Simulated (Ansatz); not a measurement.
GaH3O2: several calculations on one system

**1. Relaxation**

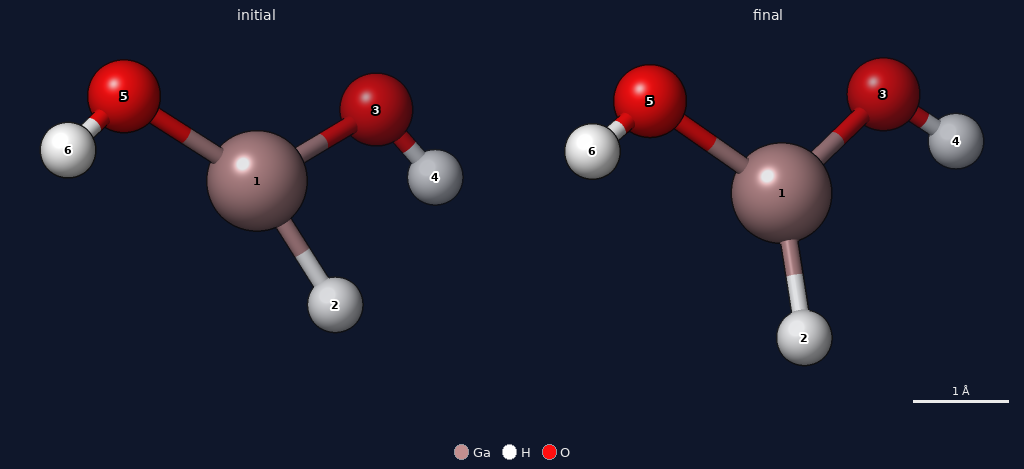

The structure of GaH3O2 before (left) and after (right) a relaxation, at one scale.

The picture is a ball-and-stick view, seen at a tilt.

The run prepares an end point of a later path (reaction) calculation, from a guessed geometry.

These are results of RKS PBE-D4/def2-SVP (Ansatz), not measurements.

The input:
```yaml
crystal:
  periodic: [false, false, false]
  atoms:
    - { symbol: Ga, position_ang: [0.131152, -0.28789, 0.159756] }
    - { symbol: H, position_ang: [0.698648, -0.230818, 1.601101] }
    - { symbol: O, position_ang: [1.834435, -0.345179, -0.364985] }
    - { symbol: H, position_ang: [2.366401, -0.350239, 0.44997] }
    - { symbol: O, position_ang: [-1.2431, -0.307908, -0.971414] }
    - { symbol: H, position_ang: [-2.103136, -0.276567, -0.512428] }
basis:
  gaussian: { orbitals: def2-SVP }
hamiltonian:
  xc: pbe
  dispersion: d4
relax:
  f_tol: 0.03
  max_steps: 50
```

Launched with:
```bash
ansatz run input.yaml --threads 1 --pin off --max-ram 2048MiB --backend cpu --events-out ev --progress --plain --runs-dir out
```

Describe what moved and what it gained.

Over 6 geometry steps the energy falls by 0.689 eV. The largest force component goes from 1.6 to 0.011 eV/Å. The atom that moves furthest after the best rigid fit is H2 (0.69 Å). Largest moves by element: H 0.69 Å, Ga 0.19 Å, O 0.18 Å. Near-neighbour distances that change, for instance: Ga1–H2 1.550 → 1.569 Å, Ga1–O3 1.783 → 1.798 Å. Among the angles between lasting bonds that change: H2–Ga1–O3 85.7° → 125.1°, H2–Ga1–O5 150.9° → 125.3°, O3–Ga1–O5 123.4° → 109.7°. Cost: 6.5 s on 1 thread of Intel(R) Xeon(R) 6975P-C (Granite Rapids) (shared host), peak memory 0.13 GiB.

**2. Relaxation**

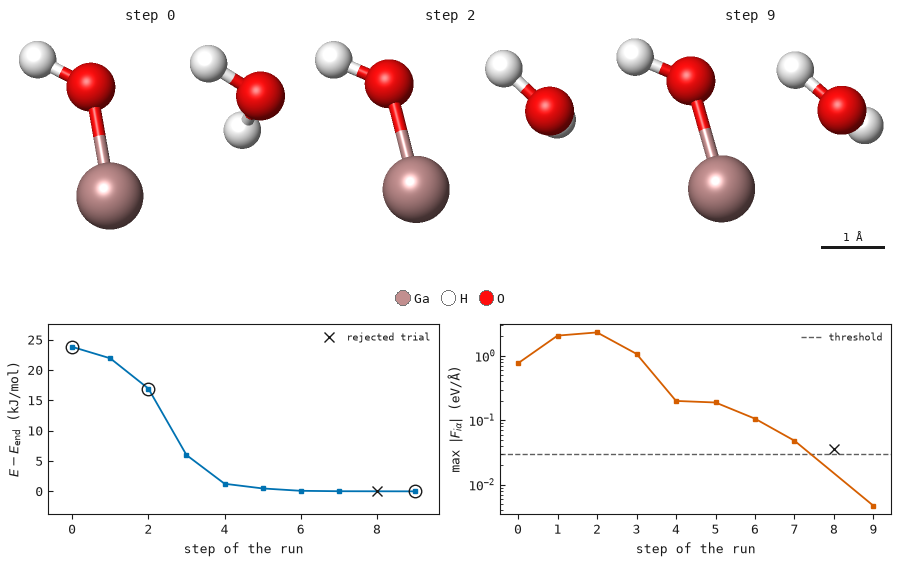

Frames of a relaxation of GaH3O2, marked on the history of the run. A ball-and-stick model, seen at a tilt.

The run prepares an end point of a later path (reaction) calculation, from a guessed geometry.

Theory: RKS PBE-D4/def2-SVP (Ansatz 0.2.0). (no spin polarisation; force threshold 0.03 eV/Å; at most 50 steps)

### Describe the path.

The atom that moves furthest after the best rigid fit is an O atom (0.40 Å). By element the largest moves are O 0.40 Å, H 0.37 Å, Ga 0.22 Å. Some distances before and after: Ga–O 2.975 → 2.360 Å, Ga–H 2.697 → 2.353 Å, Ga–O 1.868 → 1.904 Å, H–O 0.990 → 1.006 Å. Among the angles between lasting bonds that change: H–O–H 98.9° → 104.9°, Ga–O–H 128.1° → 124.7°. After 8 accepted moves (9 points after the start) the energy has fallen by 23.8 kJ/mol. Largest force component: 0.77 eV/Å at the start, 0.0047 eV/Å at the end. The line search rejected the trial step at point 8 of the run. The run took 9.5 s on 1 thread of Intel(R) Xeon(R) 6975P-C (Granite Rapids) (shared host), peak memory 0.14 GiB. From step 0 to 2: H and O atoms move most (0.32 Å), energy −6.88 kJ/mol. From step 2 to 9: H atoms move most (0.21 Å), energy −17.0 kJ/mol.

```
step  E − E(0), kJ/mol  largest force component, eV/Å      note
   0              0.00                         0.7673          
   1             -1.89                         2.0637          
   2             -6.88                         2.3128          
   3            -17.84                         1.0735          
   4            -22.58                         0.1995          
   5            -23.36                         0.1887          
   6            -23.75                         0.1058          
   7            -23.81                         0.0481          
   8            -23.80                         0.0363  rejected
   9            -23.83                         0.0047
```

**3. Path**

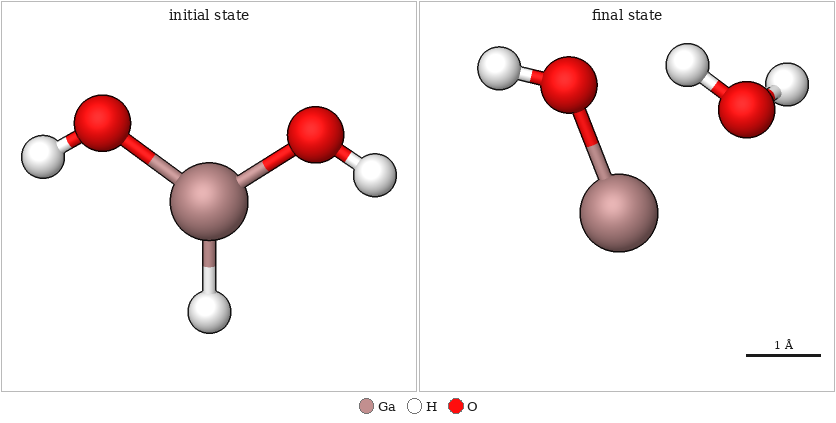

The two relaxed end points of a path for GaH$_{3}$O$_{2}$. The picture is a ball-and-stick view, seen at a tilt.

These are results of Ansatz, RKS PBE-D4/def2-SVP, not measurements.

Settings: 5 movable images; climbing image; force threshold 0.05 eV/Å; iteration limit 60.

Start:
```xyz
6

Ga    0.2506   -0.2870    0.3108
H     0.0674   -0.2064    1.8674
O     1.8320   -0.3680   -0.5404
H     2.5807   -0.3567    0.0827
O    -1.0852   -0.3116   -0.8911
H    -1.9613   -0.2690   -0.4675
```

End:
```xyz
6

Ga   -0.2684    1.1829    0.2508
H     1.6419   -0.6715    1.3248
O     1.5743   -0.2798    0.4325
H     0.8919   -0.8427   -0.0465
O    -0.6885   -0.5055   -0.5214
H    -1.4668   -0.6819   -1.0781
```

### What barrier does the band find between them, and by what path?

Forward barrier 1.95 eV, backward barrier 1.98 eV, with image 3 at the top; the reaction energy is −0.03 eV. Breaking: Ga1–H2 (1.57 → 1.64 at the top → 2.87 Å), Ga1–O3 (1.80 → 1.96 at the top → 2.36 Å). Forming: H2–O3 (2.99 → 1.52 at the top → 0.98 Å). The band converged in 17 iterations, with a climbing image at the top. At the top, the vibrational analysis gives one imaginary mode (1143i cm⁻¹), as a transition state must have.

Energies of the converged images:

```tsv
image	path (Å)	E (eV)
0	0.00	0.000
1	0.78	0.158
2	1.55	0.721
3	2.33	1.954
4	3.18	0.366
5	4.03	0.134
6	4.88	-0.027
```

The geometry at the top of the path:

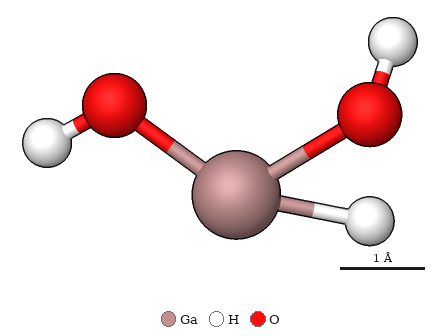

The run took 72 s on 1 thread of Intel(R) Xeon(R) 6975P-C (Granite Rapids), on a shared host, peak memory 0.16 GiB.
